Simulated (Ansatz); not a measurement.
## Geometry relaxation, with input and output: CH₄Cl₂Ga (part 1 of 3)

The run: geometry relaxation of CH₄Cl₂Ga, multiplicity 2. Method and program: UKS PBE0-D4/def2-SVP (Ansatz 0.2.0).

The run did not end well. It belongs to a series of runs on one base structure; here: end point B relaxed.

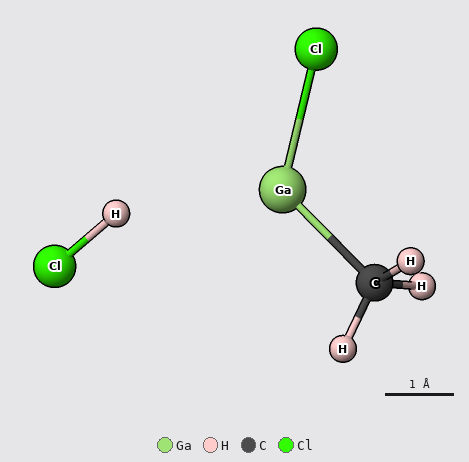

The input geometry (ball-and-stick view, seen at a tilt). Sticks mark near contacts. Bond lengths as drawn: Cl–Ga 2.18 Å, Cl–H 1.33 Å, C–Ga 1.99 Å and C–H 1.10 Å.

## Input file
```yaml
crystal:
  periodic: [false, false, false]
  atoms:
    - { symbol: Ga, position_ang: [0.030012, 0.017119, -0.168363] }
    - { symbol: H, position_ang: [-0.380524, 0.035088, 2.567551] }
    - { symbol: C, position_ang: [1.759001, 0.017747, -1.15893] }
    - { symbol: H, position_ang: [2.011343, -1.032731, -1.370243] }
    - { symbol: H, position_ang: [1.622626, 0.562928, -2.105178] }
    - { symbol: H, position_ang: [2.55538, 0.468034, -0.555938] }
    - { symbol: Cl, position_ang: [-1.803835, -0.070547, -1.351691] }
    - { symbol: Cl, position_ang: [0.087595, 0.002261, 3.816992] }
magnetization:
  spin_polarized: true
  initial_magnetization: 1
basis:
  gaussian: { orbitals: def2-SVP }
hamiltonian:
  xc: pbe0
  dispersion: d4
relax:
  f_tol: 0.03
  max_steps: 50
```

Launch command:
```bash
ansatz run input.yaml --threads 4 --pin off --max-ram 5120MiB --backend cpu --events-out ev --progress --plain --runs-dir out
```

## The program's output
```
The last accepted step is kept in [file] (removed where the run ends without a failure and the disk answers)
Engine: ansatz 0.2.0, aarch64-unknown-linux-gnu
Functional definition: PBE0
  parameter a = 0.25
  parameter kappa = 0.804
  parameter beta = 0.06672455060314922
  exchange = (1 - a)*pbe_x(kappa = kappa, mu = beta*pi^2/3) + a*exact_x
  correlation = pbe_c(beta = beta)
1055 factors; integrals over basis functions are off by at most 3.6e-4 eV
mean field evaluation 1: about -78488.8852 eV, gradient 3.4e1 eV
mean field evaluation 2: about -78483.7972 eV, gradient 4.4e1 eV
mean field evaluation 4: about -78494.5430 eV, gradient 1.6e0 eV
mean field evaluation 8: about -78494.5643 eV, gradient 1.6e-1 eV
mean field evaluation 16: about -78494.5645 eV, gradient 1.6e-4 eV
mean field -78494.56447551 eV, -2884.6220389481 hartree, gradient 5.4e-5 eV, S^2 0.753533; 0 other end points of the search recorded, 0 dependent functions left out
the calculation of the forces begins
reference -78494.56450555 eV, -2884.6220400523 hartree; 38, 37 occupied and 64, 65 virtual orbitals, 1055 factors
relax step   1: F+E_penalty+E_count = -78494.69010259 eV  Δ(F+E_penalty+E_count) = +0.000e0 eV  max|allowed force component| = 9.925e-1 eV/Å  Δτ_max = 0.0000 Å  (31 SCF iters, accepted)
these checks for a lower state are left out or cut short: starts, cluster_reference, orbital_swaps, neighbouring_geometries, increment
1055 factors; integrals over basis functions are off by at most 4.8e-4 eV
mean field -78494.58994391 eV, -2884.6229748948 hartree, gradient 1.3e-5 eV, S^2 0.753626; 0 other end points of the search recorded, 0 dependent functions left out
[... from here on the field's lines of each further geometry are left out, up to the last ...]
relax step   2: F+E_penalty+E_count = -78494.72040304 eV  Δ(F+E_penalty+E_count) = -3.030e-2 eV  max|allowed force component| = 2.820e-1 eV/Å  Δτ_max = 0.1950 Å  (31 SCF iters, accepted)
relax step   3: F+E_penalty+E_count = -78494.72338094 eV  Δ(F+E_penalty+E_count) = -2.978e-3 eV  max|allowed force component| = 7.004e-2 eV/Å  Δτ_max = 0.0955 Å  (30 SCF iters, accepted)
relax step   4: F+E_penalty+E_count = -78494.72392336 eV  Δ(F+E_penalty+E_count) = -5.424e-4 eV  max|allowed force component| = 5.088e-2 eV/Å  Δτ_max = 0.0575 Å  (30 SCF iters, accepted)
relax step   5: F+E_penalty+E_count = -78494.72414034 eV  Δ(F+E_penalty+E_count) = -2.170e-4 eV  max|allowed force component| = 1.286e-1 eV/Å  Δτ_max = 0.0197 Å  (30 SCF iters, accepted)
relax step   6: F+E_penalty+E_count = -78494.72553089 eV  Δ(F+E_penalty+E_count) = -1.391e-3 eV  max|allowed force component| = 1.328e-1 eV/Å  Δτ_max = 0.0603 Å  (30 SCF iters, accepted)
relax step   7: F+E_penalty+E_count = -78494.72672277 eV  Δ(F+E_penalty+E_count) = -1.192e-3 eV  max|allowed force component| = 1.064e-1 eV/Å  Δτ_max = 0.0637 Å  (29 SCF iters, accepted)
relax step   8: F+E_penalty+E_count = -78494.72830703 eV  Δ(F+E_penalty+E_count) = -1.584e-3 eV  max|allowed force component| = 1.878e-1 eV/Å  Δτ_max = 0.1459 Å  (32 SCF iters, accepted)
relax step   9: F+E_penalty+E_count = -78494.72853655 eV  Δ(F+E_penalty+E_count) = -2.295e-4 eV  max|allowed force component| = 2.217e-1 eV/Å  Δτ_max = 0.0669 Å  (32 SCF iters, accepted)
relax step  10: F+E_penalty+E_count = -78494.72787136 eV  Δ(F+E_penalty+E_count) = +6.652e-4 eV  max|allowed force component| = 1.006e-1 eV/Å  Δτ_max = 0.1117 Å  (32 SCF iters, rejected (line search))
relax step  11: F+E_penalty+E_count = -78494.73206427 eV  Δ(F+E_penalty+E_count) = -3.528e-3 eV  max|allowed force component| = 1.795e-2 eV/Å  Δτ_max = 0.0559 Å  (31 SCF iters, accepted)
relax step  12: F+E_penalty+E_count = -78494.73322595 eV  Δ(F+E_penalty+E_count) = -1.162e-3 eV  max|allowed force component| = 5.936e-2 eV/Å  Δτ_max = 0.0559 Å  (32 SCF iters, accepted)
relax step  13: F+E_penalty+E_count = -78494.73213801 eV  Δ(F+E_penalty+E_count) = +1.088e-3 eV  max|allowed force component| = 3.094e-1 eV/Å  Δτ_max = 0.1464 Å  (32 SCF iters, rejected (line search))
relax step  14: F+E_penalty+E_count = -78494.73449886 eV  Δ(F+E_penalty+E_count) = -1.273e-3 eV  max|allowed force component| = 5.526e-2 eV/Å  Δτ_max = 0.0712 Å  (31 SCF iters, accepted)
relax step  15: F+E_penalty+E_count = -78494.73557348 eV  Δ(F+E_penalty+E_count) = -1.075e-3 eV  max|allowed force component| = 1.678e-1 eV/Å  Δτ_max = 0.0732 Å  (31 SCF iters, accepted)
relax step  16: F+E_penalty+E_count = -78494.73558803 eV  Δ(F+E_penalty+E_count) = -1.455e-5 eV  max|allowed force component| = 2.717e-1 eV/Å  Δτ_max = 0.0733 Å  (32 SCF iters, accepted)
relax step  17: F+E_penalty+E_count = -78494.73896772 eV  Δ(F+E_penalty+E_count) = -3.380e-3 eV  max|allowed force component| = 9.613e-2 eV/Å  Δτ_max = 0.0647 Å  (33 SCF iters, accepted)
relax step  18: F+E_penalty+E_count = -78494.74183462 eV  Δ(F+E_penalty+E_count) = -2.867e-3 eV  max|allowed force component| = 4.443e-2 eV/Å  Δτ_max = 0.0393 Å  (31 SCF iters, accepted)
relax step  19: F+E_penalty+E_count = -78494.73562072 eV  Δ(F+E_penalty+E_count) = +6.214e-3 eV  max|allowed force component| = 6.551e-1 eV/Å  Δτ_max = 0.1999 Å  (32 SCF iters, rejected (line search))
relax step  20: F+E_penalty+E_count = -78494.74266738 eV  Δ(F+E_penalty+E_count) = -8.328e-4 eV  max|allowed force component| = 1.127e-1 eV/Å  Δτ_max = 0.0999 Å  (31 SCF iters, accepted)
relax step  21: F+E_penalty+E_count = -78494.74943285 eV  Δ(F+E_penalty+E_count) = -6.765e-3 eV  max|allowed force component| = 1.432e-1 eV/Å  Δτ_max = 0.0970 Å  (31 SCF iters, accepted)
relax step  22: F+E_penalty+E_count = -78494.73460796 eV  Δ(F+E_penalty+E_count) = +1.482e-2 eV  max|allowed force component| = 8.453e-1 eV/Å  Δτ_max = 0.1445 Å  (33 SCF iters, rejected (line search))
relax step  23: F+E_penalty+E_count = -78494.75328992 eV  Δ(F+E_penalty+E_count) = -3.857e-3 eV  max|allowed force component| = 1.864e-1 eV/Å  Δτ_max = 0.0687 Å  (32 SCF iters, accepted)
relax step  24: F+E_penalty+E_count = -78494.75855608 eV  Δ(F+E_penalty+E_count) = -5.266e-3 eV  max|allowed force component| = 2.496e-1 eV/Å  Δτ_max = 0.0744 Å  (31 SCF iters, accepted)
relax step  25: F+E_penalty+E_count = -78494.76636610 eV  Δ(F+E_penalty+E_count) = -7.810e-3 eV  max|allowed force component| = 3.992e-1 eV/Å  Δτ_max = 0.1092 Å  (31 SCF iters, accepted)
relax step  26: F+E_penalty+E_count = -78494.79012971 eV  Δ(F+E_penalty+E_count) = -2.376e-2 eV  max|allowed force component| = 1.246e-1 eV/Å  Δτ_max = 0.1633 Å  (32 SCF iters, accepted)
relax step  27: F+E_penalty+E_count = -78494.79543607 eV  Δ(F+E_penalty+E_count) = -5.306e-3 eV  max|allowed force component| = 1.452e-1 eV/Å  Δτ_max = 0.1003 Å  (31 SCF iters, accepted)
relax step  28: F+E_penalty+E_count = -78494.78266268 eV  Δ(F+E_penalty+E_count) = +1.277e-2 eV  max|allowed force component| = 1.353e0 eV/Å  Δτ_max = 0.1956 Å  (32 SCF iters, rejected (line search))
relax step  29: F+E_penalty+E_count = -78494.81791391 eV  Δ(F+E_penalty+E_count) = -2.248e-2 eV  max|allowed force component| = 1.001e-1 eV/Å  Δτ_max = 0.0952 Å  (31 SCF iters, accepted)
relax step  30: F+E_penalty+E_count = -78494.83128345 eV  Δ(F+E_penalty+E_count) = -1.337e-2 eV  max|allowed force component| = 2.936e-1 eV/Å  Δτ_max = 0.0969 Å  (30 SCF iters, accepted)
relax step  31: F+E_penalty+E_count = -78494.83110884 eV  Δ(F+E_penalty+E_count) = +1.746e-4 eV  max|allowed force component| = 2.693e-1 eV/Å  Δτ_max = 0.0078 Å  (28 SCF iters, rejected (line search))
relax step  32: F+E_penalty+E_count = -78494.83314844 eV  Δ(F+E_penalty+E_count) = -1.865e-3 eV  max|allowed force component| = 1.305e-1 eV/Å  Δτ_max = 0.0038 Å  (27 SCF iters, accepted)
relax step  33: F+E_penalty+E_count = -78494.84265505 eV  Δ(F+E_penalty+E_count) = -9.507e-3 eV  max|allowed force component| = 1.494e-1 eV/Å  Δτ_max = 0.0725 Å  (31 SCF iters, accepted)
relax step  34: F+E_penalty+E_count = -78494.85070987 eV  Δ(F+E_penalty+E_count) = -8.055e-3 eV  max|allowed force component| = 2.857e-1 eV/Å  Δτ_max = 0.1092 Å  (32 SCF iters, accepted)
relax step  35: F+E_penalty+E_count = -78494.85762345 eV  Δ(F+E_penalty+E_count) = -6.914e-3 eV  max|allowed force component| = 7.389e-2 eV/Å  Δτ_max = 0.1688 Å  (31 SCF iters, accepted)
relax step  36: F+E_penalty+E_count = -78494.85878206 eV  Δ(F+E_penalty+E_count) = -1.159e-3 eV  max|allowed force component| = 1.255e-1 eV/Å  Δτ_max = 0.0621 Å  (31 SCF iters, accepted)
relax step  37: F+E_penalty+E_count = -78494.83959281 eV  Δ(F+E_penalty+E_count) = +1.919e-2 eV  max|allowed force component| = 1.037e0 eV/Å  Δτ_max = 0.1924 Å  (30 SCF iters, rejected (line search))
relax step  38: F+E_penalty+E_count = -78494.86486494 eV  Δ(F+E_penalty+E_count) = -6.083e-3 eV  max|allowed force component| = 3.196e-2 eV/Å  Δτ_max = 0.0962 Å  (30 SCF iters, accepted)
relax step  39: F+E_penalty+E_count = -78494.86733470 eV  Δ(F+E_penalty+E_count) = -2.470e-3 eV  max|allowed force component| = 3.540e-1 eV/Å  Δτ_max = 0.0977 Å  (31 SCF iters, accepted)
relax step  40: F+E_penalty+E_count = -78494.87834005 eV  Δ(F+E_penalty+E_count) = -1.101e-2 eV  max|allowed force component| = 1.448e-1 eV/Å  Δτ_max = 0.1500 Å  (31 SCF iters, accepted)
relax step  41: F+E_penalty+E_count = -78494.89529060 eV  Δ(F+E_penalty+E_count) = -1.695e-2 eV  max|allowed force component| = 2.302e-1 eV/Å  Δτ_max = 0.2000 Å  (30 SCF iters, accepted)
relax step  42: F+E_penalty+E_count = -78494.87888865 eV  Δ(F+E_penalty+E_count) = +1.640e-2 eV  max|allowed force component| = 1.442e0 eV/Å  Δτ_max = 0.1951 Å  (31 SCF iters, rejected (line search))
relax step  43: F+E_penalty+E_count = -78494.90668038 eV  Δ(F+E_penalty+E_count) = -1.139e-2 eV  max|allowed force component| = 1.882e-1 eV/Å  Δτ_max = 0.0975 Å  (31 SCF iters, accepted)
relax step  44: F+E_penalty+E_count = -78494.91922058 eV  Δ(F+E_penalty+E_count) = -1.254e-2 eV  max|allowed force component| = 2.973e-1 eV/Å  Δτ_max = 0.0975 Å  (31 SCF iters, accepted)
relax step  45: F+E_penalty+E_count = -78494.93633474 eV  Δ(F+E_penalty+E_count) = -1.711e-2 eV  max|allowed force component| = 5.970e-1 eV/Å  Δτ_max = 0.1463 Å  (31 SCF iters, accepted)
relax step  46: F+E_penalty+E_count = -78494.96401312 eV  Δ(F+E_penalty+E_count) = -2.768e-2 eV  max|allowed force component| = 7.617e-1 eV/Å  Δτ_max = 0.1944 Å  (30 SCF iters, accepted)
relax step  47: F+E_penalty+E_count = -78494.98706895 eV  Δ(F+E_penalty+E_count) = -2.306e-2 eV  max|allowed force component| = 6.209e-1 eV/Å  Δτ_max = 0.2000 Å  (31 SCF iters, accepted)
relax step  48: F+E_penalty+E_count = -78494.97894916 eV  Δ(F+E_penalty+E_count) = +8.120e-3 eV  max|allowed force component| = 7.345e-1 eV/Å  Δτ_max = 0.1916 Å  (31 SCF iters, rejected (line search))
the calculation of the forces begins
reference -78494.84303105 eV, -2884.6322756755 hartree; 38, 37 occupied and 64, 65 virtual orbitals, 1055 factors
relax step  49: F+E_penalty+E_count = -78495.00961661 eV  Δ(F+E_penalty+E_count) = -2.255e-2 eV  max|allowed force component| = 2.754e-1 eV/Å  Δτ_max = 0.0938 Å  (31 SCF iters, accepted)
these checks for a lower state are left out or cut short: starts, cluster_reference, orbital_swaps, neighbouring_geometries, increment
1055 factors; integrals over basis functions are off by at most 4.2e-4 eV
mean field -78494.84773249 eV, -2884.6324484501 hartree, gradient 9.8e-6 eV, S^2 0.753397; 0 other end points of the search recorded, 0 dependent functions left out
the calculation of the forces begins
reference -78494.84776014 eV, -2884.6324494665 hartree; 38, 37 occupied and 64, 65 virtual orbitals, 1055 factors
relax step  50: F+E_penalty+E_count = -78495.01512729 eV  Δ(F+E_penalty+E_count) = -5.511e-3 eV  max|allowed force component| = 1.304e-1 eV/Å  Δτ_max = 0.1000 Å  (31 SCF iters, accepted)
```

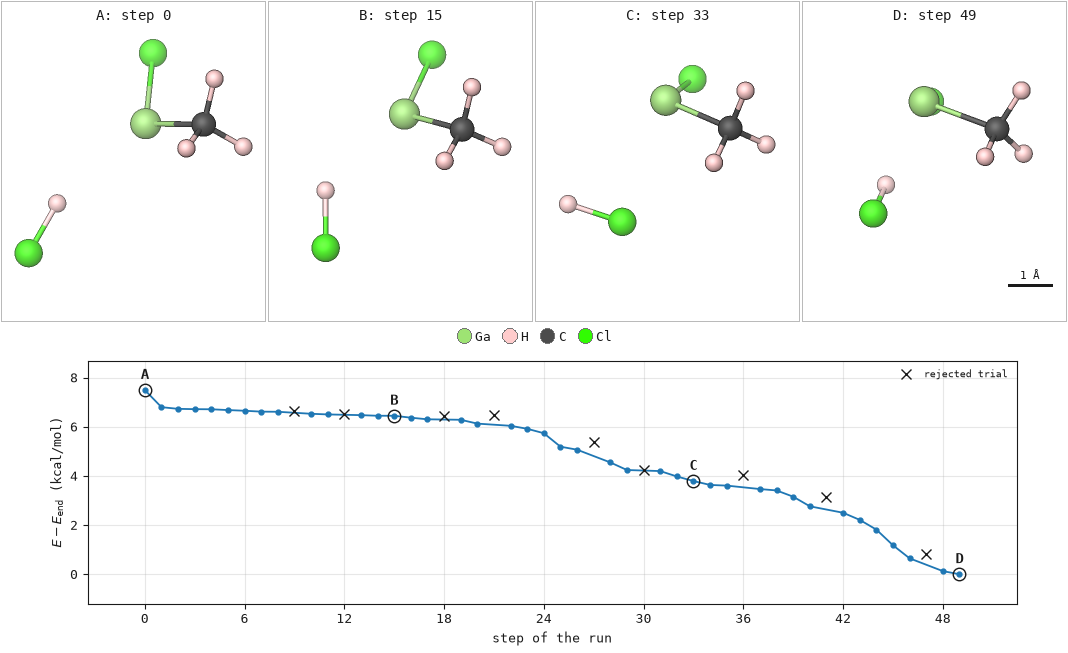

Frames of the relaxation (ball-and-stick view, seen at a tilt) above the curves, on which the letters mark them (the first geometry is step 0 here and step 1 in the log).

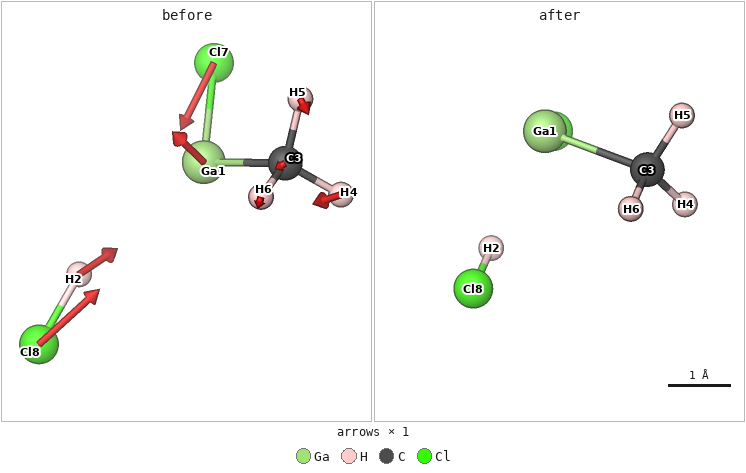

Before (left) and after (right) the relaxation, at one scale (ball-and-stick view, seen at a tilt). The red arrows give the displacements, at true length. The relaxation stopped without meeting its thresholds, so the last structure isn't shown to be converged. Over 49 geometry steps the energy falls by 7.50 kcal/mol. The largest force component goes from 0.99 to 0.13 eV/Å. The line search rejected the trial steps at points 9, 12, 18, 21, 27, 30, 36, 41 and more (counted from 0) and went back. Cl8 moves most after the best rigid fit: 1.38 Å. Largest moves by element: Cl 1.38 Å, Ga 0.93 Å, H 0.91 Å, C 0.20 Å. Among the contacts that change: Ga1–Cl7 2.184 → 2.257 Å, H2–Cl8 1.335 → 1.318 Å. Among the angles that change: C3–Ga1–Cl7 117.3° → 114.2°. (Atoms are counted from 1 in the order of the input.)
